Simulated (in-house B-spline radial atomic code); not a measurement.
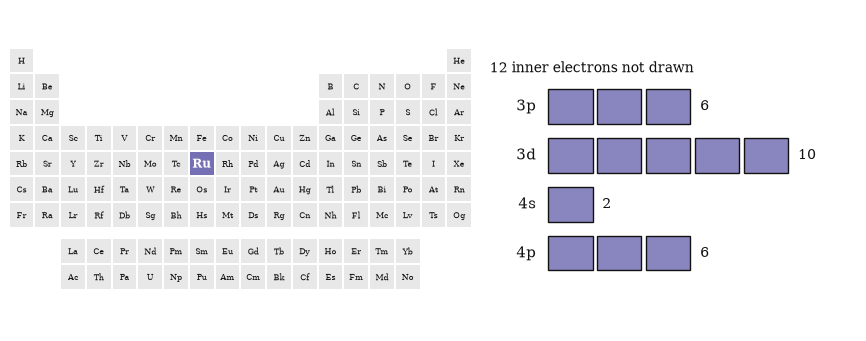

*Left, the place of ruthenium in the periodic table; right, the outer shells as the input fills them: a box for each of the 2l + 1 orbitals, shaded by the share of the shell that is filled, with the electron count at the right.*

**Run report: Ru⁸⁺, RPA and GW calculation**

Ru⁸⁺, configuration [Ar] 3d10 4s2 4p6. Computed at this level: RPA, second-order and SOSEX correlation energies and G0W0 (contour deformation) on a scalar-relativistic (spin-free one-electron X2C) mean field, all electrons, B-spline basis (in-house B-spline radial atomic code).

**The input**
```
Z = 44
electrons = 36.0
configuration = [Ar] 3d10 4s2 4p6
hamiltonian = x2c
method = hse06
lmax = 9
rms_radius = 4.4809
spin_polarised = False
box_radius = 7.7
intervals = 66
```

Hardware: 1 CPU thread, shared host.

Launched within a batch (the task file carries these settings):
```bash
python <driver script> task.json out
```

The program writes its results to a structured record and prints no log; tables and figures of this report are taken from that record.

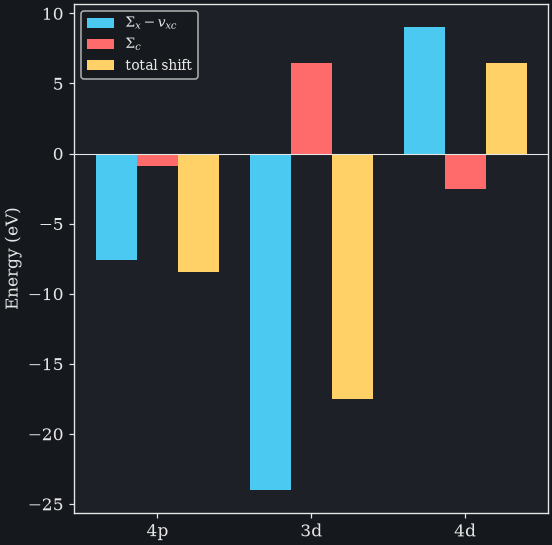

*Parts of the G₀W₀ correction to each level for Ru⁸⁺ ([Ar] 3d¹⁰ 4s² 4p⁶). All-electron spherical atom, scalar X2C, HSE06 start, no spin-orbit coupling, Breit or QED terms; computed with a B-spline radial code. The quasi-particle equation is solved at full frequency; levels of low quasi-particle weight Z are left out. Σ columns are in eV, and Σc holds an estimate for the angular momenta beyond the basis.*

G₀W₀ moves the highest occupied level, 4p, from −171.63 to −180.10 eV (renormalisation factor Z = 0.97). The empty level 4d goes from −118.00 to −111.52 eV.

```
Level  Mean field (eV)  Σx − vxc (eV)  Σc (eV)     Z  G₀W₀ (eV)
   4p          −171.63          −7.61    −0.87  0.97    −180.10
   3d          −416.57         −23.97     6.48  0.94    −434.07
   4d          −118.00           9.00    −2.52  0.97    −111.52
```

**Results in brief**

| quantity | value |
| --- | --- |
| outcome | converged |
| mean-field total energy | −4513.80080 hartree |
| total energy with exact exchange alone | −4512.20619 hartree |
| exact exchange energy | −128.30218 hartree |
| RPA correlation, extrapolated in the angular momentum of the empty orbitals | −2.76533 hartree |
| RPA correlation, as summed | −2.72896 hartree |
| direct second-order term | −3.07022 hartree |
| second-order exchange term | 0.88081 hartree |
| SOSEX term | 0.82898 hartree |
| wall time | 3.8 s |

**Notes**

To bear in mind: spin-orbit coupling, Breit and QED terms are absent.
